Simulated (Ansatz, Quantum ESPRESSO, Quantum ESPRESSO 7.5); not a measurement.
## Charging Ca(100), 5 layers

Wanted: the capacitance of Ca(100), 5 layers by the effective screening medium.

Calculated with Quantum ESPRESSO 7.5; plane-wave DFT, PBEsol, GBRV ultrasoft pseudopotentials (geometry by Ansatz 0.2.0 with PAW datasets; geometry under PBE).

**What experiment says.**

“Anisotropic work function of elemental crystals” (2019, arxiv:1902.07811) quotes from earlier work for Ca (polycrystalline sample, no single face): work function, loosely compared (polycrystalline sample, no single face) 2.87 eV.

### 1. The starting structure

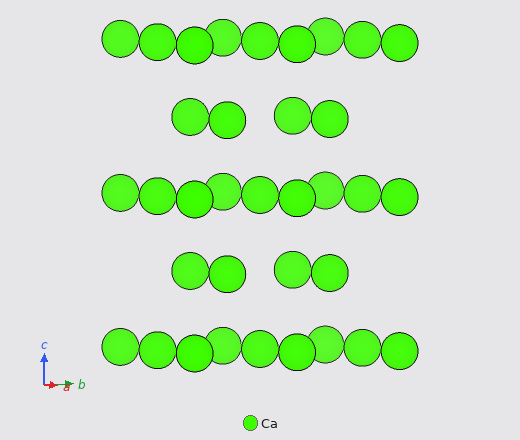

The cell as given, from the side, with the c axis up (calcium green). 2×2×1 cells are drawn. Some periodic images of atoms are drawn too.

The cell holds 5 atoms: 5 Ca. Cell: a = 3.946 Å, b = 3.946 Å, c = 26.160 Å, α = 90.0°, β = 90.0°, γ = 90.0°. It derives from Ca. Vacuum lies along c.

### 2. Geometry from Ansatz

The geometry comes first, from a plane-wave PAW code, so that the later runs on this slab share one structure.

Contents of input.yaml:

```yaml
crystal:
  lattice:
    - [3.945655839, 0.0, 0.0]
    - [0.0, 3.945655839, 0.0]
    - [0.0, 0.0, 26.16]
  atoms:
    - { symbol: Ca, position: [0.0, 0.0, 0.2866972477] }
    - { symbol: Ca, position: [0.5, 0.5, 0.3933486239] }
    - { symbol: Ca, position: [0.0, 0.0, 0.5] }
    - { symbol: Ca, position: [0.5, 0.5, 0.6066513761] }
    - { symbol: Ca, position: [0.0, 0.0, 0.7133027523] }
kpoints:
  mp_grid: { grid: [8, 8, 1] }
hamiltonian:
  xc: pbe
scf:
  occupations: { method: fermi_dirac, width: 0.1 }
  convergence: { dr2_threshold: 1.0e-08 }
efield:
  axis: 3
  dipole_correction: true
  ramp_position: 0.97
  ramp_width: 0.04
relax:
  f_tol: 0.01
  constraints: [{ sites: [0, 1, 2] }]
output:
  write_potential: true
  write_density: true
  volumetric_format: npy
```

Command:

```console
ansatz run input.yaml --threads 4 --pin off --max-ram 8192MiB --backend cpu --events-out ev --progress --plain --runs-dir out
```

Numbers of over 12 decimals in the logs are rounded to 6 here.

The log of the run:

```text
Engine: ansatz 0.2.0, aarch64-unknown-linux-gnu
Pseudopotentials: kind: paw
Pseudopotential: Ca, paw, valence charge 10, recommended cutoff 420 eV (normal), Ca.paw.azcp
Functional definition: PBE
  parameter kappa = 0.804
  parameter beta = 0.066725
  exchange = pbe_x(kappa = kappa, mu = beta*pi^2/3)
  correlation = pbe_c(beta = beta)
Crystal: 5 atoms, lattice volume = 407.264 Å³
Basis set: ecut = 420 eV, 8031 PW (Γ), exchange–correlation on 54×54×360 points (8 copies of the dense FFT grid, shifted against one another)
Bands: 30, of which v1, the nominal top of the filled ones, is band 25 counted from 1 (24 counted from 0)
Symmetry: 8 space group operations
k-points: 15 of 64
Non-local potential: Ca, projectors of the file, l = 0: 3, l = 1: 2, l = 2: 2
PAW form: soft (Blöchl's): semilocal exchange-correlation on the pseudo side does not see the compensation charge
PAW one-centre angular grid: Ca, 110 points (default); XC on 64 Gauss nodes
Initial density: superposition of atomic densities (neutral atoms: chi_scale 0, normalization atom), corrected by the library's trained network
Initial wavefunctions: pseudopotential atomic-orbital guess
Functional: x = pbe(κ = 0.804, μ = 0.219515), c = pbe(β = 0.066725)
SCF iter   1: F=—  HF=-9083.530000 eV  |F-HF|=—  |Δ(HF+E_count)|=         —  Δρ=2.13e-3  dr2=7.39e-1  ethr=1.77e-3  p=0.003 e·Å  D=1.40e-3 V/Å  ΔV_dip=-0.04 eV  dr2_dipole=7.21e-3  V_vac-E_F(+/−)=2.58/2.62 eV  ⟨swp⟩=12.3  Hψ=5761  notcnv=0
efield: sawtooth ramp at fractional position 0.9700 (set: `efield.ramp_position`, or a place that a band, a saddle search or an elastic batch's reference lends), width 0.0400; the density the first Hamiltonian is built on has a dipole p = 0.003 e·Å; the dipole correction subtracts the counter field D = 1.40e-3 V/Å, which shifts the + side's vacuum level by -0.04 eV against the − side's; the planar-averaged density in the ramp window peaks in size at 6.4e-5 e/Å³
automatic band count: the SCF goes on with 35 bands, as 30 were too few: the levels above may hold too much charge
preconditioner: auto → LDOS  [metal: Δε(μ)=0.012 eV  Ē_g=2.284 eV  σ=0.100 eV  W_gap=0.03  n_scr=52 (ndim 8)  ℏωp=5.8 eV  f_vac=0.401  D(μ)=6.24/eV (n_scr^D=32)  β→1.0]
SCF iter   2: F=—  HF=-9083.502085 eV  |F-HF|=—  |Δ(HF+E_count)|=   2.79e-2  Δρ=9.02e-4  dr2=1.11e-2  ethr=1.48e-3  p=0.001 e·Å  D=2.92e-4 V/Å  ΔV_dip=-0.01 eV  dr2_dipole=2.63e-5  V_vac-E_F(+/−)=2.82/2.83 eV  ⟨swp⟩=2.1  Hψ=674  notcnv=0
SCF iter   3: F=—  HF=-9083.502118 eV  |F-HF|=—  |Δ(HF+E_count)|=   3.27e-5  Δρ=6.00e-4  dr2=4.78e-3  ethr=2.22e-5  p=0.000 e·Å  D=9.43e-6 V/Å  ΔV_dip=-0.00 eV  dr2_dipole=2.96e-7  V_vac-E_F(+/−)=2.78/2.78 eV  ⟨swp⟩=2.1  Hψ=907  notcnv=0
SCF iter   4: F=—  HF=-9083.501529 eV  |F-HF|=—  |Δ(HF+E_count)|=   5.89e-4  Δρ=1.11e-4  dr2=6.54e-4  ethr=9.56e-6  p=0.000 e·Å  D=4.11e-5 V/Å  ΔV_dip=-0.00 eV  dr2_dipole=9.72e-8  V_vac-E_F(+/−)=2.78/2.78 eV  ⟨swp⟩=2.0  Hψ=613  notcnv=0
SCF iter   5: F=—  HF=-9083.501517 eV  |F-HF|=—  |Δ(HF+E_count)|=   1.15e-5  Δρ=2.91e-5  dr2=1.83e-5  ethr=1.31e-6  p=0.000 e·Å  D=3.61e-5 V/Å  ΔV_dip=-0.00 eV  dr2_dipole=9.88e-8  V_vac-E_F(+/−)=2.78/2.78 eV  ⟨swp⟩=1.1  Hψ=529  notcnv=0
SCF iter   6: F=—  HF=-9083.501501 eV  |F-HF|=—  |Δ(HF+E_count)|=   1.64e-5  Δρ=7.88e-6  dr2=5.94e-7  ethr=3.66e-8  p=0.000 e·Å  D=2.00e-5 V/Å  ΔV_dip=-0.00 eV  dr2_dipole=1.08e-9  V_vac-E_F(+/−)=2.78/2.78 eV  ⟨swp⟩=2.0  Hψ=648  notcnv=0
SCF iter   7: F=—  HF=-9083.501691 eV  |F-HF|=—  |Δ(HF+E_count)|=   1.90e-4  Δρ=2.72e-6  dr2=1.35e-7  ethr=1.19e-9  p=0.000 e·Å  D=1.71e-5 V/Å  ΔV_dip=-0.00 eV  dr2_dipole=3.39e-9  V_vac-E_F(+/−)=2.78/2.78 eV  ⟨swp⟩=2.2  Hψ=832  notcnv=0
SCF iter   8: F=-9083.501691 eV  HF=-9083.501691 eV  |F-HF|=9.58e-9  |Δ(HF+E_count)|=   2.00e-8  Δρ=8.86e-7  dr2=9.46e-9  ethr=2.00e-11  p=0.000 e·Å  D=1.78e-5 V/Å  ΔV_dip=-0.00 eV  dr2_dipole=6.29e-11  V_vac-E_F(+/−)=2.78/2.78 eV  ⟨swp⟩=8.3  Hψ=3445  notcnv=0
SCF 1 converged in 8 iterations: F = -9083.501691 eV  dr2 = 9.46e-9
  greatest PAW one-centre occupation: 0.996 electrons in one spin orbital (limit 2), on the Ca atom at site 4 (counted from 0), in its partial waves of l = 0
relax step   1: F+E_penalty+E_count = -9083.50169067 eV  Δ(F+E_penalty+E_count) = +0.000e0 eV  max|allowed force component| = 1.294e-1 eV/Å  Δτ_max = 0.0000 Å  (8 SCF iters, accepted)
Bands: 35, of which v1, the nominal top of the filled ones, is band 25 counted from 1 (24 counted from 0)
Initial density: handed on by an earlier stage of this run
Initial wavefunctions: those handed on with the density
iter 1 solved again at ethr=3.53e-4 eV; its pass at ethr=3.10e-3 eV (dr2=1.76e-1 eV) is discarded
SCF iter   1: F=—  HF=-9083.511436 eV  |F-HF|=—  |Δ(HF+E_count)|=         —  Δρ=9.30e-4  dr2=4.82e-2  ethr=3.53e-4  p=0.000 e·Å  D=1.78e-5 V/Å  ΔV_dip=-0.00 eV  dr2_dipole=6.80e-5  V_vac-E_F(+/−)=2.79/2.79 eV  ⟨swp⟩=1.0  Hψ=1892  notcnv=0
efield: sawtooth ramp at fractional position 0.9700 (set: `efield.ramp_position`, or a place that a band, a saddle search or an elastic batch's reference lends), width 0.0400; the density the first Hamiltonian is built on has a dipole p = 0.000 e·Å; the dipole correction subtracts the counter field D = 1.78e-5 V/Å, which shifts the + side's vacuum level by -0.00 eV against the − side's; the planar-averaged density in the ramp window peaks in size at 9.8e-6 e/Å³
eigensolver tolerance schedule: the retry pair's looser diagonalisation over-reported the residual by 2.66 of it (diagonalisation noise at 0.52 of the residual, at the tolerance the schedule requests for it); recorded, not acted on — ethr = c·dr2/N_el stays at c = 1.0e-1
preconditioner: auto → LDOS  [metal: Δε(μ)=0.033 eV  Ē_g=2.311 eV  σ=0.100 eV  W_gap=0.08  n_scr=52 (ndim 8)  ℏωp=5.8 eV  f_vac=0.401  D(μ)=5.84/eV (n_scr^D=24)  β→1.0]
SCF iter   2: F=—  HF=-9083.509538 eV  |F-HF|=—  |Δ(HF+E_count)|=   1.90e-3  Δρ=4.70e-4  dr2=6.39e-3  ethr=9.63e-5  p=0.007 e·Å  D=3.33e-3 V/Å  ΔV_dip=-0.09 eV  dr2_dipole=1.27e-3  V_vac-E_F(+/−)=2.70/2.78 eV  ⟨swp⟩=1.5  Hψ=618  notcnv=0
SCF iter   3: F=—  HF=-9083.508897 eV  |F-HF|=—  |Δ(HF+E_count)|=   6.41e-4  Δρ=1.75e-4  dr2=3.93e-4  ethr=1.28e-5  p=0.002 e·Å  D=1.04e-3 V/Å  ΔV_dip=-0.03 eV  dr2_dipole=6.24e-6  V_vac-E_F(+/−)=2.76/2.78 eV  ⟨swp⟩=2.0  Hψ=680  notcnv=0
SCF iter   4: F=—  HF=-9083.508882 eV  |F-HF|=—  |Δ(HF+E_count)|=   1.54e-5  Δρ=6.06e-5  dr2=3.87e-5  ethr=7.86e-7  p=0.002 e·Å  D=7.42e-4 V/Å  ΔV_dip=-0.02 eV  dr2_dipole=3.79e-7  V_vac-E_F(+/−)=2.76/2.78 eV  ⟨swp⟩=2.1  Hψ=792  notcnv=0
SCF iter   5: F=—  HF=-9083.508839 eV  |F-HF|=—  |Δ(HF+E_count)|=   4.26e-5  Δρ=3.23e-5  dr2=1.33e-5  ethr=7.74e-8  p=0.001 e·Å  D=5.08e-4 V/Å  ΔV_dip=-0.01 eV  dr2_dipole=2.09e-6  V_vac-E_F(+/−)=2.77/2.78 eV  ⟨swp⟩=2.1  Hψ=865  notcnv=0
SCF iter   6: F=—  HF=-9083.508842 eV  |F-HF|=—  |Δ(HF+E_count)|=   2.18e-6  Δρ=4.98e-6  dr2=2.48e-7  ethr=2.67e-8  p=0.001 e·Å  D=3.97e-4 V/Å  ΔV_dip=-0.01 eV  dr2_dipole=1.48e-8  V_vac-E_F(+/−)=2.77/2.78 eV  ⟨swp⟩=2.0  Hψ=837  notcnv=0
SCF iter   7: F=—  HF=-9083.509031 eV  |F-HF|=—  |Δ(HF+E_count)|=   1.90e-4  Δρ=1.23e-6  dr2=1.53e-8  ethr=4.96e-10  p=0.001 e·Å  D=3.82e-4 V/Å  ΔV_dip=-0.01 eV  dr2_dipole=1.97e-9  V_vac-E_F(+/−)=2.77/2.78 eV  ⟨swp⟩=2.3  Hψ=878  notcnv=0
SCF iter   8: F=-9083.509031 eV  HF=-9083.509031 eV  |F-HF|=2.04e-9  |Δ(HF+E_count)|=   9.68e-9  Δρ=5.74e-7  dr2=2.45e-9  ethr=2.00e-11  p=0.001 e·Å  D=3.82e-4 V/Å  ΔV_dip=-0.01 eV  dr2_dipole=3.81e-10  V_vac-E_F(+/−)=2.77/2.78 eV  ⟨swp⟩=9.2  Hψ=3010  notcnv=0
SCF 2 converged in 8 iterations: F = -9083.509031 eV  dr2 = 2.45e-9
relax step   2: F+E_penalty+E_count = -9083.50903142 eV  Δ(F+E_penalty+E_count) = -7.341e-3 eV  max|allowed force component| = 7.551e-2 eV/Å  Δτ_max = 0.0894 Å  (8 SCF iters, accepted)
SCF iter   1: F=—  HF=-9083.508706 eV  |F-HF|=—  |Δ(HF+E_count)|=         —  Δρ=1.30e-3  dr2=1.80e-1  ethr=1.76e-3  p=0.001 e·Å  D=3.83e-4 V/Å  ΔV_dip=-0.01 eV  dr2_dipole=7.18e-2  V_vac-E_F(+/−)=2.79/2.80 eV  ⟨swp⟩=5.2  Hψ=1546  notcnv=0
efield: sawtooth ramp at fractional position 0.9700 (set: `efield.ramp_position`, or a place that a band, a saddle search or an elastic batch's reference lends), width 0.0400; the density the first Hamiltonian is built on has a dipole p = 0.001 e·Å; the dipole correction subtracts the counter field D = 3.83e-4 V/Å, which shifts the + side's vacuum level by -0.01 eV against the − side's; the planar-averaged density in the ramp window peaks in size at 8.1e-6 e/Å³
preconditioner: auto → LDOS  [metal: Δε(μ)=0.044 eV  Ē_g=2.321 eV  σ=0.100 eV  W_gap=0.11  n_scr=52 (ndim 8)  ℏωp=5.8 eV  f_vac=0.407  D(μ)=5.84/eV (n_scr^D=16)  β→1.0]
SCF iter   2: F=—  HF=-9083.517829 eV  |F-HF|=—  |Δ(HF+E_count)|=   9.12e-3  Δρ=1.06e-3  dr2=2.11e-1  ethr=3.59e-4  p=0.011 e·Å  D=4.97e-3 V/Å  ΔV_dip=-0.13 eV  dr2_dipole=1.34e-1  V_vac-E_F(+/−)=2.68/2.81 eV  ⟨swp⟩=2.2  Hψ=668  notcnv=0
SCF iter   3: F=—  HF=-9083.513089 eV  |F-HF|=—  |Δ(HF+E_count)|=   4.74e-3  Δρ=4.41e-4  dr2=3.44e-2  ethr=3.59e-4  p=0.005 e·Å  D=2.15e-3 V/Å  ΔV_dip=-0.06 eV  dr2_dipole=1.97e-2  V_vac-E_F(+/−)=2.74/2.80 eV  ⟨swp⟩=1.0  Hψ=525  notcnv=0
SCF iter   4: F=—  HF=-9083.512859 eV  |F-HF|=—  |Δ(HF+E_count)|=   2.30e-4  Δρ=4.50e-4  dr2=1.08e-2  ethr=6.88e-5  p=0.003 e·Å  D=1.43e-3 V/Å  ΔV_dip=-0.04 eV  dr2_dipole=4.57e-3  V_vac-E_F(+/−)=2.75/2.78 eV  ⟨swp⟩=1.1  Hψ=528  notcnv=0
SCF iter   5: F=—  HF=-9083.512469 eV  |F-HF|=—  |Δ(HF+E_count)|=   3.91e-4  Δρ=1.75e-4  dr2=3.84e-3  ethr=2.17e-5  p=0.003 e·Å  D=1.15e-3 V/Å  ΔV_dip=-0.03 eV  dr2_dipole=1.91e-3  V_vac-E_F(+/−)=2.75/2.79 eV  ⟨swp⟩=1.1  Hψ=526  notcnv=0
SCF iter   6: F=—  HF=-9083.512350 eV  |F-HF|=—  |Δ(HF+E_count)|=   1.18e-4  Δρ=5.09e-5  dr2=2.00e-4  ethr=7.68e-6  p=0.002 e·Å  D=9.62e-4 V/Å  ΔV_dip=-0.03 eV  dr2_dipole=1.08e-4  V_vac-E_F(+/−)=2.76/2.79 eV  ⟨swp⟩=1.0  Hψ=533  notcnv=0
SCF iter   7: F=—  HF=-9083.512340 eV  |F-HF|=—  |Δ(HF+E_count)|=   1.00e-5  Δρ=1.77e-5  dr2=4.09e-5  ethr=3.99e-7  p=0.002 e·Å  D=8.95e-4 V/Å  ΔV_dip=-0.02 eV  dr2_dipole=2.05e-5  V_vac-E_F(+/−)=2.77/2.79 eV  ⟨swp⟩=1.0  Hψ=525  notcnv=0
SCF iter   8: F=—  HF=-9083.512299 eV  |F-HF|=—  |Δ(HF+E_count)|=   4.16e-5  Δρ=3.88e-6  dr2=2.63e-6  ethr=8.18e-8  p=0.002 e·Å  D=8.69e-4 V/Å  ΔV_dip=-0.02 eV  dr2_dipole=1.55e-6  V_vac-E_F(+/−)=2.77/2.79 eV  ⟨swp⟩=1.0  Hψ=525  notcnv=0
SCF iter   9: F=—  HF=-9083.512494 eV  |F-HF|=—  |Δ(HF+E_count)|=   1.95e-4  Δρ=2.14e-6  dr2=8.84e-7  ethr=5.27e-9  p=0.002 e·Å  D=8.68e-4 V/Å  ΔV_dip=-0.02 eV  dr2_dipole=5.09e-7  V_vac-E_F(+/−)=2.77/2.79 eV  ⟨swp⟩=1.8  Hψ=544  notcnv=0
SCF iter  10: F=—  HF=-9083.512494 eV  |F-HF|=—  |Δ(HF+E_count)|=   1.17e-8  Δρ=7.88e-7  dr2=7.25e-8  ethr=1.77e-9  p=0.002 e·Å  D=8.68e-4 V/Å  ΔV_dip=-0.02 eV  dr2_dipole=4.01e-8  V_vac-E_F(+/−)=2.77/2.79 eV  ⟨swp⟩=1.1  Hψ=526  notcnv=0
SCF iter  11: F=-9083.512494 eV  HF=-9083.512494 eV  |F-HF|=2.81e-9  |Δ(HF+E_count)|=  8.31e-10  Δρ=1.75e-7  dr2=2.48e-9  ethr=2.00e-11  p=0.002 e·Å  D=8.68e-4 V/Å  ΔV_dip=-0.02 eV  dr2_dipole=9.74e-10  V_vac-E_F(+/−)=2.77/2.79 eV  ⟨swp⟩=7.4  Hψ=2949  notcnv=0
SCF 3 converged in 11 iterations: F = -9083.512494 eV  dr2 = 2.48e-9
relax step   3: F+E_penalty+E_count = -9083.51249354 eV  Δ(F+E_penalty+E_count) = -3.462e-3 eV  max|allowed force component| = 9.138e-3 eV/Å  Δτ_max = 0.1215 Å  (11 SCF iters, accepted)
NSCF: frozen V_eff on 15 k-points
the search or the solves at the SCF's close seem to have found levels that the self-consistency loop had missed (the run counts 2). By its estimate they hold 5.19e-10 electrons. The energies and the density leave them out; if the run goes on with those levels, later outputs use occupations computed again with them
WARN: The output density's exchange-correlation potential varies sharply where the density is thin. Do not read a vacuum level from v_tot or v_xc, or from such a field of the output density. On a cell that repeats whose density bears no net charge and no dipole along the vacuum's axis use v_es (v_loc + v_h of the components); under efield.dipole_correction with no amplitude use v_es + v_field, which holds any externa [...]
SCF converged after 11 iterations
Free energy (F): -9083.512494 eV
Harris-Foulkes:  -9083.512494 eV  (|F-HF|=2.81e-9)
Internal energy: -9083.317179 eV  (E = F + TS)
E sigma→0 (E₀):  -9083.414836 eV
Entropy (-TS):   -0.195315 eV (-39.063 meV/atom)
Fermi energy:    1.332146 eV
Dipole field:    D = 0.000839 V/Å  (p = 0.001888 e·Å, saw-weighted, corrected)
Work function:   Φ+ = 2.7665 eV   Φ− = 2.7885 eV
Levels:          The Fermi level and band energies are counted from a zero that moves with the ramp; work functions are not
--- Per-component energies (eV) ---
  E_band       = -1065.477113
  E_kinetic    = 1374.847172
  E_local      = -19097.090912  (includes V_loc(G=0)·N_el)
  E_nonlocal   = 318.177956
  E_hartree    = 8752.726413
  E_xc         = -677.762018
  E_vxc        = -844.628265  (∫ρ·V_xc dr)
  E_paw        = -4291.084435  (= ΣΔE_a)
  E_vpaw       = -322.227827  (= ΣTr[D̂ρ^β])
  E_aug_tail   = -0.000030  (compensation charges beyond the density's cutoff)
  E_efield     = 0.000001  (sawtooth field / dipole correction)
  E_vefield    = -0.008623  (∫n·V_field dr)
  E_ewald      = 4536.868675
  E_smearing   = -0.195315  (= −TS)
  E_closure    = 0.000000  (closes the sum)
  Σ components = -9083.512494   (vs F -9083.512494, Δ=0.00e0)
--- Forces (eV/Å), atoms counted from 1 ---
  atom   1  Ca     0.00000000     0.00000000     0.12698890
  atom   2  Ca    -0.00000000    -0.00000000    -0.07199202
  atom   3  Ca    -0.00000000     0.00000000    -0.05383831
  atom   4  Ca    -0.00000000     0.00000000    -0.00913814
  atom   5  Ca     0.00000000    -0.00000000     0.00798546
  max |Σ_I F_I| component: 5.88e-6 eV/Å
--- Band table (eV; the first three rows and the last of 15) ---
  k-point 0: bands = [... 21 lower, -2.0556, -1.3183, -0.3898, 0.4790, 1.7950, 1.8799, 1.9275, 2.0814, ... 6 higher]
  k-point 1: bands = [... 21 lower, -1.8895, -1.1600, -0.2406, 0.6193, 1.8538, 1.8909, 1.9792, 2.0640, ... 6 higher]
  k-point 2: bands = [... 21 lower, -1.4108, -0.7105, 0.1741, 1.0048, 1.6223, 1.8151, 1.9946, 2.1552, ... 6 higher]
  k-point 14: bands = [... 21 lower, 1.0083, 1.2844, 1.3203, 1.5234, 1.8687, 1.8687, 1.8991, 1.8991, ... 6 higher]
--- Relaxed structure (3 steps of the walk, 3 accepted, 0 SCFs on fresh bases) ---
  F+E_penalty+E_count = -9083.51249354 eV   max|allowed force component| = 9.138e-3 eV/Å
  atoms:
    - { symbol: Ca, position: [0.0, 0.0, 0.286697] }
    - { symbol: Ca, position: [0.5, 0.5, 0.393349] }
    - { symbol: Ca, position: [0.0, 0.0, 0.500000] }
    - { symbol: Ca, position: [0.5, 0.5, 0.604022] }
    - { symbol: Ca, position: [-1.0384430716230794e-17, 0.0, 0.705241] }
```

The job ended after 26 s (4 threads of Arm Neoverse N1, shared host; peak memory 0.72 GiB).

Step by step:

```
step  energy less that of the first step (eV)  largest force component (eV/Å)
   1                                   0.0000                          0.1294
   2                                  -0.0073                          0.0755
   3                                  -0.0108                          0.0091
```

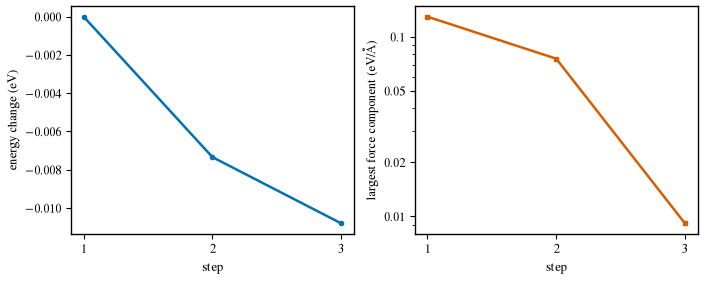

Energy and largest force along the relaxation.

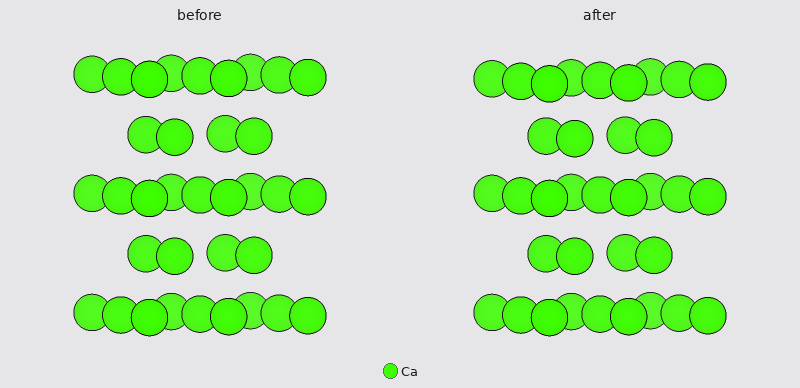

The structure before and after the relaxation, drawn at the same scale.

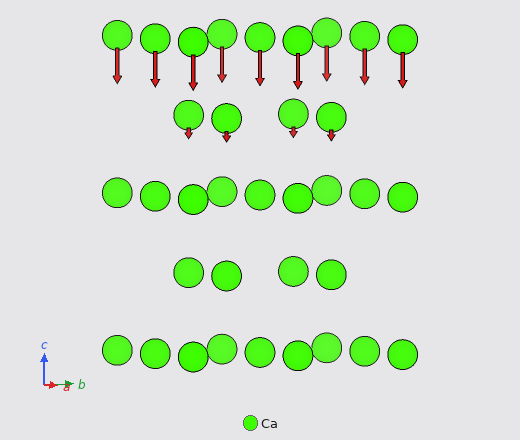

Displacements in the relaxation, exaggerated; the longest in the cell stands for 0.21 Å. 2×2×1 cells are drawn. Some periodic images of atoms are drawn too.

The atoms that moved most (Å):

```
atom     dx     dy      dz  length
 Ca5  0.000  0.000  -0.211   0.211
 Ca4  0.000  0.000  -0.069   0.069
```

The relaxed structure:

```xyz
5
Lattice="3.9457 0.0000 0.0000 0.0000 3.9457 0.0000 0.0000 0.0000 26.1600" Properties=species:S:1:pos:R:3
Ca    0.0000    0.0000    7.5000
Ca    1.9728    1.9728   10.2900
Ca    0.0000    0.0000   13.0800
Ca    1.9728    1.9728   15.8012
Ca    0.0000    0.0000   18.4491
```

The relaxation lowers the energy by 2 meV an atom. Held were the atoms numbered 1, 2 and 3; the forces quoted are those on the free ones.

Numbers from this step:

```
free energy                     : -9083.5125 eV
energy at zero smearing         : -9083.4148 eV
smearing term TS                : 0.1953 eV
Fermi energy                    : 1.332 eV
symmetry operations             : 8
work function of the upper face : 2.766 eV
work function of the lower face : 2.789 eV
dipole along the normal         : 0.001888 e·Å
```

[end of part 1 of 6]

[Logs are printed without paths, hosts, clocks, repeated set-up lines and the standing remarks that a program may print on its own settings, such as how far it seeks lower states.]

[Hosts, paths, dates, database ids (printed as entryN), source tags and the programs' standing remarks are cut or masked in the printed files.]

[Maps of the electrostatic potential energy from Ansatz leave out the sawtooth potential of an applied field or a dipole correction, so their vacuum need not be flat; planar profiles and work functions include it.]
